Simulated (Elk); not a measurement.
**C (Fd-3m): refractive index against wavelength**

The refractive index of C (Fd-3m) below the direct gap (5.55 eV on the mesh) is read from one computed spectrum, n = √(Re ε).

Symmetry: Fd-3m, No. 227, cubic system. The conventional cell has a = 3.567 Å, b = 3.567 Å, c = 3.567 Å, α = 90.00°, β = 90.00°, γ = 90.00°. C on site a has 4 C at 1.54 Å as nearest neighbours.

Method: Elk 11.2.3 (patched build), LDA, independent particles, k-mesh 15×15×15, Lorentzian half width 0.15 eV.

Launch of the response step: `OMP_NUM_THREADS=4 elk`. The run took 17 s, its band step included, on 4 threads of Intel(R) Xeon(R) Processor @ 2.70GHz (shared host).

| wavelength (nm) | photon energy E (eV) | n |
| --- | --- | --- |
| 850 | 1.459 | 2.4497 |
| 700 | 1.771 | 2.4597 |
| 633 | 1.959 | 2.4667 |
| 532 | 2.331 | 2.4832 |
| 450 | 2.755 | 2.5066 |
| 405 | 3.061 | 2.5269 |
| 365 | 3.397 | ? |

In the single-oscillator model n² − 1 = E₀E_d/(E₀² − E²), so 1/(n² − 1) = E₀/E_d − E²/(E₀E_d) is linear in E².

Working, on the rows shown:

| x = E² (eV²) | y = 1/(n² − 1) |
| --- | --- |
| 2.12762 | 0.199959 |
| 3.13716 | 0.198015 |
| 3.83641 | 0.196672 |
| 5.43137 | 0.193563 |
| 7.59115 | 0.189285 |
| 9.37179 | 0.185693 |

Means: x̄ = 5.2493, ȳ = 0.19386. Σ(x − x̄)(y − ȳ) = -0.07622, Σ(x − x̄)² = 38.71. Slope = -0.07622 / 38.71 = -0.001969; intercept = ȳ − slope · x̄ = 0.2042. Turned back into n, the line misses the rows shown by at most 0.00031.

What does the fit predict for the withheld row, and how well does it do?

At x = 11.538 the line gives y = 0.18148, that is 2.5515. The run gave 2.5532, so the extrapolation is off by 0.0017, 1.6 % of the range in the table.

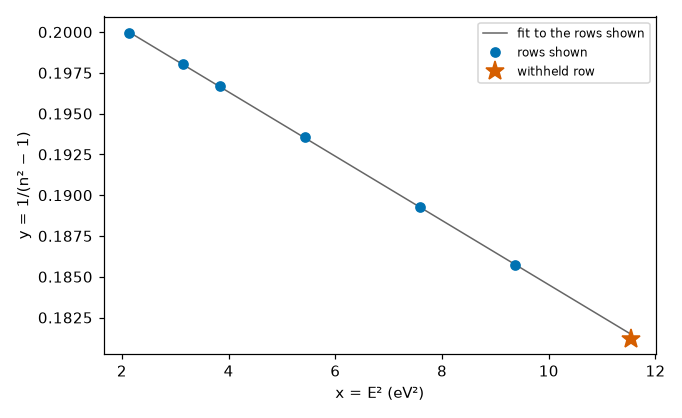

Refitted with all rows, the slope is -0.00199 and the intercept 0.20429. These give E₀ = √(intercept/−slope) = 10.13 eV and E_d = E₀/intercept = 49.6 eV; E₀ is 1.8 times the direct gap. The electronic limit at long wavelengths, without lattice vibrations, is n = √(1 + 1/intercept) = 2.428. Excitons are left out and so are local fields; LDA gaps are as a rule too small. The values come from a sum over the points of one k-mesh and carry its error, which grows as the direct gap shrinks.
